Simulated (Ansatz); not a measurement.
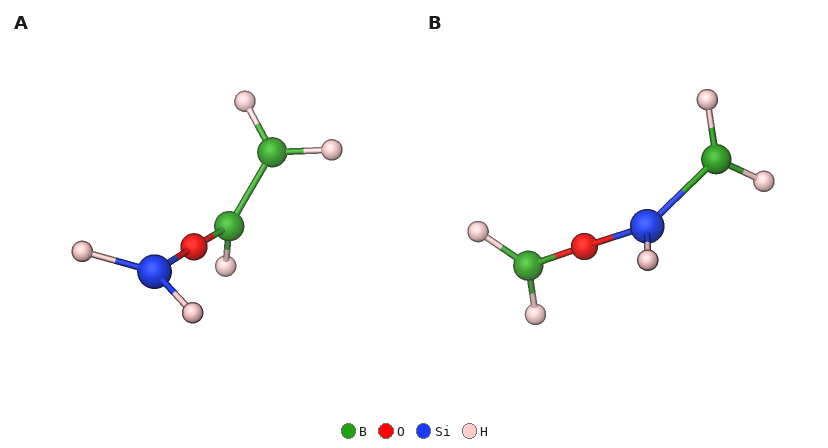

2 stationary structures of one formula. Charge +1, singlet. Geometries: PBE0-D4/def2-TZVP. Electronic energies: PBE0-D4/def2-TZVP (Ansatz 0.2.0), without zero-point energy. No frequency run is at hand to confirm each as a minimum. Each is one conformer, not always the lowest.

Which is lowest in energy, and by how much?

B is lowest; A lies 0.299 eV above it.
